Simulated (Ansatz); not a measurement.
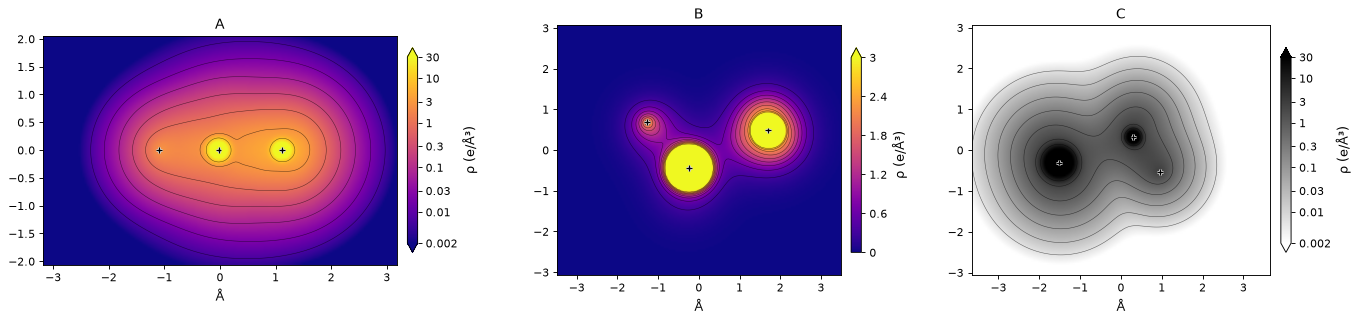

The total electron density of 3 systems, each on a plane through atoms (crosses mark nuclei in the plane).

Theory: isolated molecule in a Gaussian basis; Hartree-Fock in Ansatz.

System 1: HCN (SMILES C#N), a plane that holds the molecular axis. Geometry: PBE0-D4/def2-TZVP.

| atom | x (Å) | y (Å) | z (Å) |
| --- | --- | --- | --- |
| C | -0.0056 | -0.0244 | -0.0056 |
| N | 0.2520 | 1.0610 | 0.2552 |
| H | -0.2464 | -1.0366 | -0.2495 |

System 2: CH$_{3}$Br, the plane of atoms Br2, C1 and H5. Geometry: PBE0-D4/def2-TZVP.

```xyz
5

C    -0.1063    0.1236    0.0884
Br    1.0011   -1.1644   -0.8332
H     0.5165    0.9737    0.3513
H    -0.5063   -0.3541    0.9780
H    -0.9050    0.4212   -0.5845
```

System 3: ClGeH$_{3}$ (SMILES [Cl][GeH3]), the plane of atoms Cl1, Ge2 and H3. Geometry: PBE0-D4/def2-TZVP.

```xyz
5

Cl   -1.8758   -0.0251    0.6413
Ge    0.1618   -0.0139   -0.0606
H     0.1604    0.6562   -1.4381
H     0.6190   -1.4737   -0.1406
H     0.9845    0.7829    0.9567
```

Which map belongs to which system?

Panel A is system 1, HCN: the plane holds C, N and H. C–N (1.15 Å): ρ is about 3.7 e/Å³ halfway. Panel B is system 3, ClGeH$_{3}$: the plane holds Cl, Ge and H. Ge–Cl (2.16 Å): ρ at the midpoint is about 0.72 e/Å³, with its minimum of 0.65 e/Å³ about 0.9 Å from Ge. Panel C is system 2, CH$_{3}$Br: the plane holds C, Br and H. C–Br (1.93 Å): ρ at the midpoint is about 1.1 e/Å³.
